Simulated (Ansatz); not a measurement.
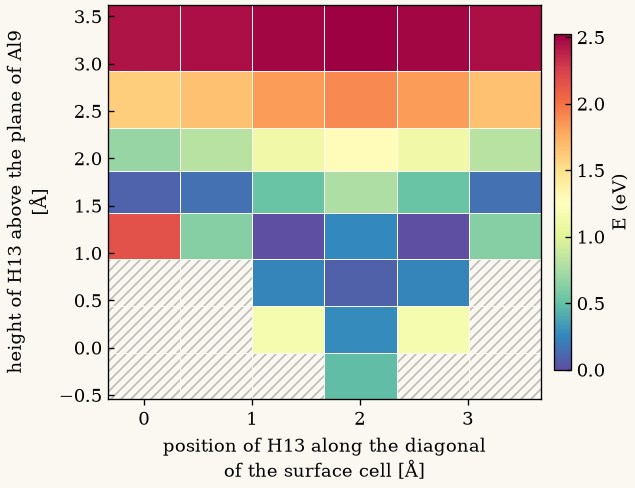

Energy landscape of H on an Al(100) slab cut from the Fm-3m phase, its upper half relaxed before the scan (12 atoms of substrate and one adsorbate in a 2 × 2 cell). H is moved along a line over the surface and along the normal, above a rigid substrate. Coordinates scanned: (1) position of H13 along the diagonal of the surface cell, from above Al9; (2) height of H13 above the plane of Al9. The scan uses a 6 × 8 grid; 25 points were computed and 12 follow by symmetry. At 11 points there is no value (left out of the scan, as a rule where atoms come close). Points are written as (first, second). Energies are in eV, from the lowest grid point. The runs have no spin polarisation, so an open-shell adsorbate far from the surface lies too high. The calculation used Ansatz 0.2.0, DFT PBEsol, scalar-relativistic, plane waves, PAW. Settings: cutoff 420 eV, k-mesh 5×5×1, gaussian smearing 0.1 eV, no spin polarisation.

Drawn: one coloured cell a grid point, hatched blanks where no value was computed. 

Question: Summarise what can be read from the map.

Answer: The lowest grid point is at (1.34 Å, 1.18 Å) [nearest 1 Al at 1.78 Å]. Other grid points that lie below all their neighbours: (0.00 Å, 1.67 Å) [nearest 1 Al at 1.67 Å] (0.09 eV higher). The highest grid point, (2.01 Å, 3.27 Å) [nearest 4 Al at 3.84 Å], lies 2.52 eV above the lowest.

Grid values (eV):

```
second ↓, first →  0.00  0.67  1.34  2.01  2.68  3.35
             3.27  2.44  2.46  2.50  2.52  2.50  2.46
             2.57  1.60  1.67  1.82  1.90  1.82  1.67
             2.07  0.68  0.82  1.12  1.29  1.12  0.82
             1.67  0.09  0.16  0.51  0.77  0.51  0.16
             1.18  2.16  0.62  0.00  0.26  0.00  0.62
             0.69     –     –  0.24  0.08  0.24     –
             0.19     –     –  1.16  0.27  1.16     –
            −0.30     –     –     –  0.49     –     –
```

Each point was launched as `ansatz run input.yaml --threads 1 --pin off --max-ram 3072MiB --backend cpu --events-out ev --progress --plain --runs-dir out`. Time for the 25 points that were run: 5.1 min on 1 thread of Intel(R) Xeon(R) Platinum 8259CL CPU @ 2.50GHz (Skylake/Cascade Lake) (shared host).
